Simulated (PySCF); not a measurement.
# C4H9N (cyclobutylamine): the cost of one run

Programs: PySCF 2.14.0, with routines of our own; each step states its level. All values are computed. Atoms count from 0.

## Step 1: The system as given

14 atoms, charge 0, multiplicity 1; geometry from: GFN2-xTB.

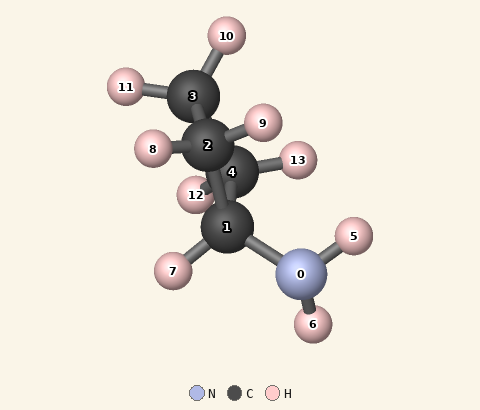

The starting geometry (nitrogen light blue, carbon dark grey, hydrogen pink).

## Step 2: Geometry optimisation at PBE0-D3(BJ)/def2-TZVP

What the job is given:

```
{"job": {"xc": "PBE0", "basis": "def2-TZVP", "d3": "d3bj", "grid": 2, "kind": "geom"}, "charge": 0, "multiplicity": 1}
N      1.865369     0.185434    -0.510247
C      0.605359     0.488276     0.119942
C     -0.600105     0.593038    -0.831333
C     -1.427903    -0.260902     0.140947
C     -0.148013    -0.612293     0.913443
H      1.793338    -0.669855    -1.052207
H      2.594227     0.058475     0.183334
H      0.742345     1.395311     0.713902
H     -0.967235     1.596699    -1.028803
H     -0.408558     0.095870    -1.780011
H     -1.963474    -1.099636    -0.299270
H     -2.124194     0.330728     0.731411
H     -0.185551    -0.491146     1.994341
H      0.223717    -1.610472     0.682385
```

Started as:

```bash
$ OMP_NUM_THREADS=1 python excited_run.py task.json out
```

The driver reads the jobs from task.json and runs them one after another.

Q: Estimate the wall time and peak memory of this first job on 1 thread of Arm Neoverse V1, shared host.

About 94 s, with a peak of 0.86 GiB.
